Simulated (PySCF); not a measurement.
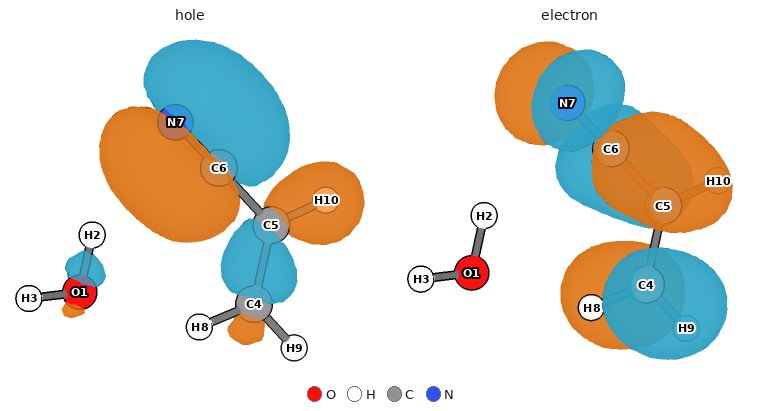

Figure 1: C3H5NO, SMILES `O.C=CC#N`. Leading natural transition orbital pair of S₁ (TDA singlet states); the surfaces enclose about 85 % of each orbital's density.

Computed with PySCF, CAM-B3LYP/def2-SVP, geometry: GFN2-xTB. The pair's geometry is semi-empirical, so its contact may be too short or too long. Without diffuse functions Rydberg states are missing, so the states' numbers hold for this basis only.

Coordinates in Å:

```
O1       2.2131    0.5494    0.0000
H2       1.8377   -0.3370    0.0000
H3       3.1666    0.4462    0.0000
C4      -0.9696    1.4439    0.0000
C5      -1.4903    0.2210    0.0000
C6      -0.6686   -0.9228    0.0000
N7       0.0167   -1.8436    0.0000
H8       0.0977    1.5967    0.0000
H9      -1.5965    2.3196    0.0000
H10     -2.5563    0.0324    0.0000
```

Where does the state lie, and where do hole and electron sit?

6.82 eV (182 nm), f = 0.000 (very weak); the leading pair carries 94 %; hole on N7 (48 %), C6 (33 %) and C5 (7 %), electron on C4 (28 %), N7 (25 %) and C6 (21 %); their centroids lie 1.1 Å apart. In canonical orbitals it is mainly HOMO−2 → LUMO (90 %). The HOMO–LUMO gap is 9.37 eV.

The PySCF run took 70 s on 1 thread of AMD EPYC 7R43 64-Core Processor (Zen 3), on a shared host, peak memory 0.56 GiB.
